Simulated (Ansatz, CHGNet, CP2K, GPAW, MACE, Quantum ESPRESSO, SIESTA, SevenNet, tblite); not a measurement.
**Forces in Pt(100)/Be(0001) interface (64 atoms), program by program**

One geometry of Pt(100)/Be(0001) interface (64 atoms) is solved by several programs and methods. How far do their forces lie from a plane-wave PBE run?

Results are calculated, not measured.

## 1. The structure

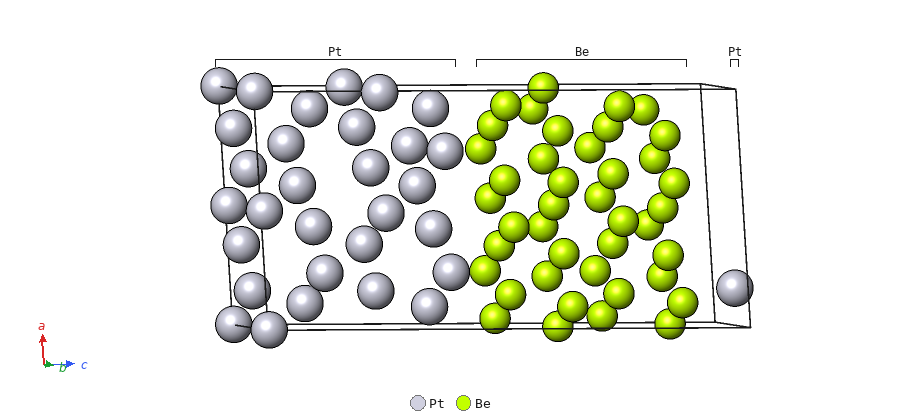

The cell (platinum light grey, beryllium green). Some periodic images of atoms are drawn too.

The cell holds 64 atoms (24 Pt and 40 Be), with edges of 7.88, 6.13 and 15.50 Å. Recipe: fcc Pt(100), 4 repeat layers, 6 surface cells, strained +0.45 and -1.26 %; hcp Be(0001), 2 layers, 10 cells, -0.45 and +1.29 %; outer planes 2.22 Å apart and 2.02 Å at the second interface of the periodic stack; not relaxed, displaced by a Gaussian of 0.02 Å. Then every atom was moved at random, 0.05 Å r.m.s. a Cartesian component. The density is 11.8 g/cm³.

## 2. The reference input

Quantum ESPRESSO 7.5: Kohn-Sham DFT, PBE, SSSP efficiency 1.3.0 pseudopotentials, plane waves. Its input, pw.in:

```
&control
  calculation = 'scf'
  pseudo_dir = './pseudo'
  outdir = './tmp'
  disk_io = 'none'
  tprnfor = .true.
  tstress = .true.
/
&system
  ibrav = 0
  nat = 64
  ntyp = 2
  ecutwfc = 45
  ecutrho = 360
  nosym = .true.
  occupations = 'smearing'
  smearing = 'fd'
  degauss = 0.003675
/
&electrons
  conv_thr = 3.2e-07
  electron_maxstep = 100
  mixing_beta = 0.2
  mixing_mode = 'local-TF'
  diagonalization = 'david'
/
ATOMIC_SPECIES
Pt 195.084 Pt.upf
Be 9.012 Be.upf
CELL_PARAMETERS angstrom
7.88350 0.00000 0.00000
-1.97134 5.80046 0.00000
0.00000 0.00000 15.50256
ATOMIC_POSITIONS crystal
Pt 0.66991 0.67824 0.00058
Pt 0.59012 0.32848 0.12542
Pt 0.67055 0.65972 0.25555
Pt 0.58700 0.34071 0.37278
[... 58 atom lines left out ...]
Be 0.34483 0.48440 0.76004
Be 0.20080 0.30513 0.87138
K_POINTS gamma
```

```console
$ OMP_NUM_THREADS=1 mpirun -np 2 pw.x -in pw.in > output.txt
```

The job ended after 2.3 min (2 MPI ranks of Arm Neoverse V1, shared host; peak memory 1.5 GiB; 4.5 min of CPU time).

It converged with an r.m.s. force component of 0.77 eV/Å and a pressure of 4.0 GPa.

## 3. What was run beside it

- CHGNet: machine-learned potential, published weights.
- CP2K 2026.2: Gaussian basis with GTH pseudopotentials and a plane-wave density; labels give functional, basis (MOLOPT sets; SR short-range, UZH the newer set with its own potentials), grid cutoff/relative cutoff and solver (OT: orbital transformation; TRS4, TC2, SIGN: linear-scaling purification with its sparsity filter), or its built-in tight binding.
- GPAW 26.7.0: PAW with atomic orbitals (LCAO), plane waves or a real-space grid of spacing h.
- MACE: machine-learned potential, published weights.
- Quantum ESPRESSO 7.5: plane waves; labels (QE) give functional, pseudopotential set and cutoffs of waves/density.
- SevenNet: machine-learned potential, published weights.
- tblite 0.8.0: extended tight binding, driven from Python.

All use the same cell and atoms, and the electronic-structure runs the same k-mesh.

## 4. All runs compared

Differences are against the reference: forces as r.m.s. over components, share as that over the reference's r.m.s. force, slope as the fitted ratio of a run's forces to the reference's.

```tsv
run	Δ force, r.m.s. (meV/Å)	share (%)	slope	Δ pressure (GPa)	cores	CPU time	memory (GiB)
reference	-	-	-	-	2	4.5 min	1.5
CHGNet r2SCAN potential	410	53.0	0.574	-4.73	1	3.4 s	1.4
CP2K PBE, DZVP-UZH, 600/50 Ry, diagonalisation	130	16.8	0.960	-0.333	4	29 min	4.5
CP2K PBE, SZV-MOLOPT-SR, 600/50 Ry, diagonalisation (coarse)	1438	186	0.900	85.1	2	7.9 min	2.0
GPAW PBE, LCAO dzp, h 0.2 Å	112	14.5	1.109	-	1	9.2 min	1.1
GPAW PBE, LCAO dzp, h 0.22 Å (coarse)	112	14.5	1.109	-	1	8 min	0.99
MACE MPA-0 medium potential	355	46.0	0.874	-3.45	1	7.5 s	1.1
QE PBE, sg15-1.2, 60/240 Ry (coarse)	17.3	2.24	1.009	0.461	4	6 min	1.2
SevenNet l3i5 potential	404	52.3	0.968	4.13	1	9.4 s	1.5
tblite GFN1-xTB	324	41.9	0.797	23.3	1	4.6 s	0.12
```

Rows marked coarse were listed beforehand as settings not expected to be converged; some can still land near the reference.

Times of the machine-learned potentials are mostly Python's start and the loading of weights.

Runs without a result: CP2K GFN1-xTB, diagonalisation (not converged); SIESTA PBE, DZP, shift 0.01 Ry, mesh 300 Ry (stopped at the start); SIESTA BLYP, PBE potentials, DZP, shift 0.01 Ry, mesh 300 Ry (stopped at the start).

At other geometries of this session 3 more runs gave no result.

CPU time is summed over cores on shared hosts, so it is rough.

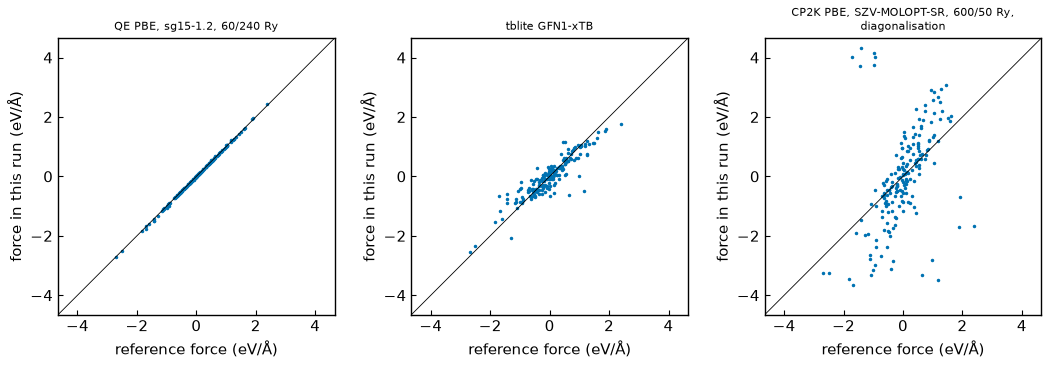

Force components against those of the reference; the line marks equality.

## 5. Findings

Forces lie from 2.2 % (QE PBE, sg15-1.2, 60/240 Ry, coarse) to 186 % (CP2K PBE, SZV-MOLOPT-SR, 600/50 Ry, diagonalisation, coarse) of the reference's r.m.s. force of 0.77 eV/Å away from it. The PBE runs in local orbitals, coarse settings apart, differ by 14 % (GPAW PBE, LCAO dzp, h 0.2 Å) to 17 % (CP2K PBE, DZVP-UZH, 600/50 Ry, diagonalisation); basis, grid and potentials can all enter. Tight binding differs by 42 % (tblite GFN1-xTB); it is another model, with fitted parameters of its own, and the xTB methods hold dispersion. Machine-learned potentials differ by 46 % (MACE MPA-0 medium potential) to 53 % (CHGNet r2SCAN potential); they were trained on other programs' data, some at another functional.

Runs with settings chosen to be coarse differ by 2.2 % (QE PBE, sg15-1.2, 60/240 Ry) to 186 % (CP2K PBE, SZV-MOLOPT-SR, 600/50 Ry, diagonalisation), their programs' other errors included. GPAW PBE, LCAO dzp, h 0.22 Å stiffens the forces by a factor of 1.11 while following their directions (correlation 0.996); the slopes of the 2 GPAW runs lie between 1.11 and 1.11. From GPAW PBE, LCAO dzp, h 0.22 Å to the finer GPAW PBE, LCAO dzp, h 0.2 Å the share goes from 14.5 to 14.5 %, so the grid isn't what parts these runs from the reference. Pressures at PBE, coarse settings apart, lie -0.33 GPa from the reference's. A pressure off by over 25 GPa (CP2K PBE, SZV-MOLOPT-SR, 600/50 Ry, diagonalisation) is no usable stress for this cell.

Caveats: Periodic xTB results under one method name differ between programs and library versions. The potentials hold different valence shells: 544 electrons in the reference, 512 in CP2K with DZVP-UZH, 592 in CP2K with SZV-MOLOPT-SR, 464 in GPAW and 592 in Quantum ESPRESSO with SG15; this bears on time and differences. The reference's pressure holds the uncorrected Pulay stress of its 45 Ry basis, so small pressure differences may be the reference's own error. Machine-learned potentials mimic data converged in k, so the reference's own k-point error enters their differences. The cell is under 6 Å thick along one periodic direction, so every atom has periodic images of itself close by, which move with it. The reference's stress is far from hydrostatic: its diagonal is 15.2, -0.5, -2.6 GPa, compression counted positive. The host structure and its lattice constant were typed by rule, without a check against the phase diagram. The electronic-structure runs sample only Γ, in a cell whose shortest periodic width is 6 Å, which is coarse for a cell with partly filled levels. Spin–orbit coupling is left out, which matters for the levels of the heavy elements. The reference's pressure of 4.0 GPa reflects the volume that the recipe set, positions that aren't this level's minimum and the coarse k-sampling. Where levels are smeared, the DFT runs use Fermi–Dirac occupations at 580 K (0.05 eV), and energies are free energies. The atoms were displaced at random, and shares hang on the size of the forces that this gives. The reference's cutoffs and mesh weren't converged further here.

[Logs are printed without paths, hosts, clocks, repeated set-up lines and the standing remarks that a program may print on its own settings, such as how far it seeks lower states.]

[Hosts, paths, dates, database ids (printed as entryN), source tags and the programs' standing remarks are cut or masked in the printed files.]

[Cells were taken only where this reference lay near another plane-wave run.]
